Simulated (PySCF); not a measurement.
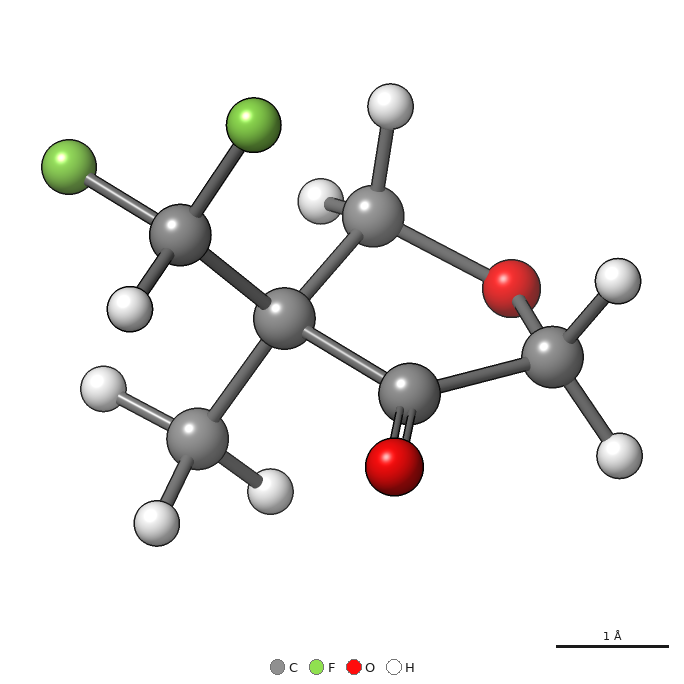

Rendered structure (ball-and-stick style). Multiple sticks mark multiple bonds (one Kekulé form).

The computed structure is the end point of a GFN2-xTB optimisation. No frequency run is at hand to confirm it as a minimum.

What is the molecular formula?

Answer. C6H8F2O2, 18 atoms: 6 carbon, 8 hydrogen, 2 fluorine and 2 oxygen.

Describe its rings.

Answer. Independent rings (smallest set): 1 of 5 members.

Give a SMILES string for it.

Answer. C[C@]1(C(F)F)COCC1=O

What is the point group of this geometry?

Answer. C1.

How many bonds of each kind are drawn?

Answer. 8 C–H, 5 C–C, 3 C–O, 2 C–F.

The parts below concern this one geometry. Atoms keep their numbers from picture to picture.

Shape

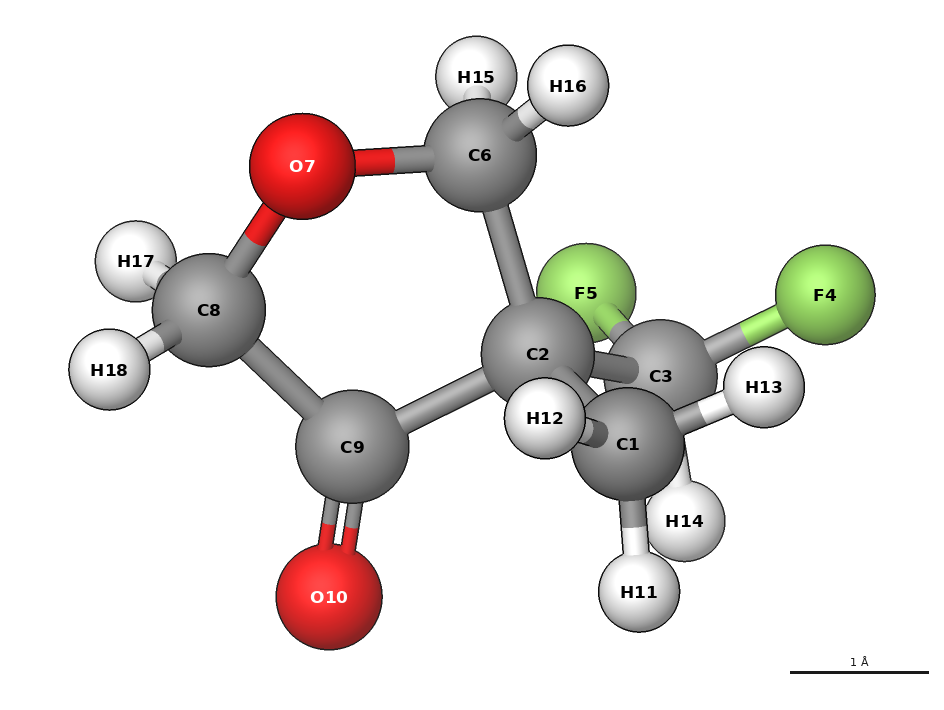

Atoms carry their numbers in the input. No frequency run is at hand to confirm it as a minimum.

What is the geometry at C3?

Answer. C3 has 4 neighbours (C2 at 1.53, F4 at 1.35, F5 at 1.35, H14 at 1.10 Å); the arrangement is tetrahedral.

How are the neighbours of atom 2 arranged?

Answer. C2 has 4 neighbours (C1 at 1.53, C3 at 1.53, C6 at 1.54, C9 at 1.53 Å); the arrangement is tetrahedral.

What is the geometry at C8?

Answer. C8 has 4 neighbours (O7 at 1.41, C9 at 1.51, H17 at 1.10, H18 at 1.09 Å); the arrangement is tetrahedral.

What is the geometry at C1?

Answer. C1 has 4 neighbours (C2 at 1.53, H11 at 1.09, H12 at 1.09, H13 at 1.09 Å); the arrangement is tetrahedral.

What is the dihedral angle C1–C2–C6–O7?

Answer. 87° in size, that is about perpendicular.

Electronic properties

No frequency run is at hand to confirm it as a minimum. Level of theory: PBE0/pcSseg-1, gas phase (PySCF 2.14.0).

Give the dipole moment at this level.

Answer. 1.46 D.

What is the HOMO energy (Kohn–Sham orbital)?

Answer. −7.55 eV.

Estimate the LUMO energy (Kohn–Sham orbital).

Answer. −1.17 eV.

Ring current

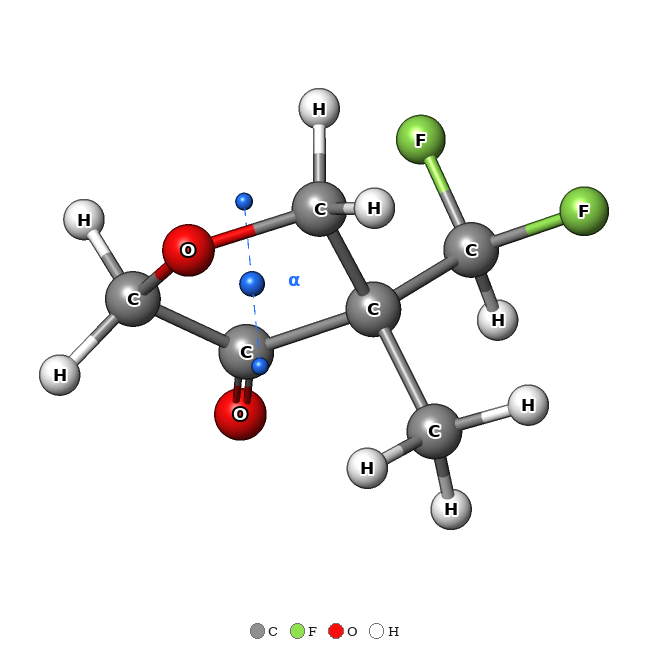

The small points mark where nucleus-independent chemical shifts (NICS) were computed: at the centre of each lettered ring and 1 Å above and below it. No frequency run is at hand to confirm it as a minimum. Level of theory: GIAO PBE0/pcSseg-1 NMR shielding, non-relativistic, gas phase (PySCF 2.14.0).

Give NICS(0), NICS(1) and the out-of-plane component NICS(1)zz for each ring (means of the two sides).

```
ring  members  NICS(0)  NICS(1)  NICS(1)zz
   α      C4O     −1.2     −2.3       −4.3
```

Values in ppm.

What do the values say about the ring currents?

Answer. Ring α: weak, as in a non-aromatic ring. NICS is one index among several.

Quadrupole coupling

No frequency run is at hand to confirm it as a minimum. Electric field gradients from the ground-state density, PBE0/pcSseg-1 (PySCF 2.14.0), non-relativistic apart from any core potentials.

Give the largest field-gradient component, the quadrupole coupling constant and the asymmetry for 17O at O7 (Q = −25.6 mb), 17O at O10 (Q = −25.6 mb).

```tsv
atom	V_zz (a.u.)	e²qQ/h (MHz)	η
O7	−2.083	12.53	0.92
O10	−1.882	11.32	0.50
```
